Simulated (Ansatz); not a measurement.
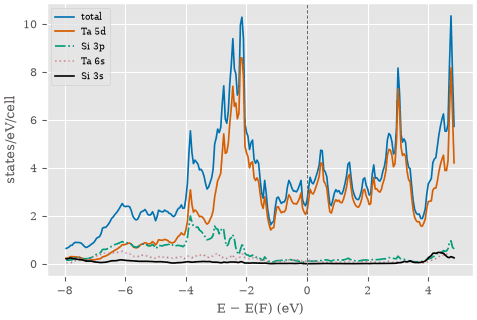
Figure. Total and projected density of states of Ta2Si in space group I4/mcm (No. 140; Ta on 8h, Si on 4a), plane-wave PAW r²SCAN (Ansatz code)

Which orbitals carry the states next to the Fermi level?

Within 0.5 eV of the Fermi level: Ta 5d 86 %, outside the projected shells 6 %. Projections are on Löwdin-orthogonalised atomic valence shells; empty p or d shells of many metals are not among them.

Where is the tallest occupied peak in this window, and what makes it?

Near -2.1 eV, about 10 states/eV per cell; the largest projected share is Ta 5d.

The workflow started from a Materials Project entry (that database holds measured and hypothetical structures alike); the Crystallography Open Database copy checked does not list it. Its standing as an ambient phase is unchecked. The r²SCAN relaxation kept the symmetry of its start; whether a distortion lowers the energy is not shown. The run is not spin-polarised. Scalar-relativistic: spin–orbit coupling is off unless named, which matters more the heavier the elements.

Potentials: the earlier of the program's two PAW sets.
